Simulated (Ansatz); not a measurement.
**NbN, pressure series**

The parent structure is NbN (space group P6_3/mmc, No. 194).

```cif
data_N4Nb4
_chemical_formula_sum 'Nb4 N4'
_space_group_name_H-M_alt 'P 1'
_space_group_IT_number 1
_cell_length_a 2.96337
_cell_length_b 2.96337
_cell_length_c 11.15511
_cell_angle_alpha 90.000
_cell_angle_beta 90.000
_cell_angle_gamma 120.000
loop_
_space_group_symop_operation_xyz
  'x, y, z'
loop_
_atom_site_label
_atom_site_type_symbol
_atom_site_fract_x
_atom_site_fract_y
_atom_site_fract_z
_atom_site_occupancy
Nb1 Nb 0.66667 0.33333 0.87820 1
Nb2 Nb 0.33333 0.66667 0.12180 1
Nb3 Nb 0.33333 0.66667 0.37820 1
Nb4 Nb 0.66667 0.33333 0.62180 1
N1 N 0.00000 0.00000 0.00000 1
N2 N 0.00000 0.00000 0.50000 1
N3 N 0.66667 0.33333 0.25000 1
N4 N 0.33333 0.66667 0.75000 1
```

Cell and atoms are relaxed at each pressure.

Calculations: Ansatz (a first-principles code), PBEsol, PAW, cutoff 420 eV, no spin-orbit coupling.

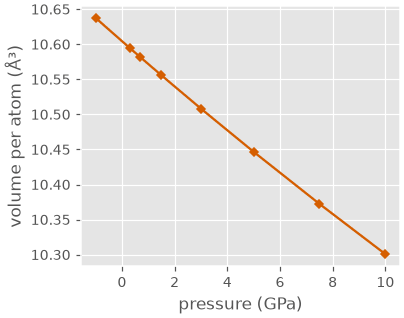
Figure. Volume against pressure

Question: Estimate the zero-pressure bulk modulus from the plot.

Answer: About 320 GPa; a third-order Birch–Murnaghan fit to the points gives V₀ = 10.60 Å³/atom, B₀ = 323 GPa and B₀′ = 4.5.

Load acts through the strain it causes; cell and atoms are relaxed under it. Stability against distortions was not tested. Competing high-pressure phases were not computed. The final runs are not spin-polarised.
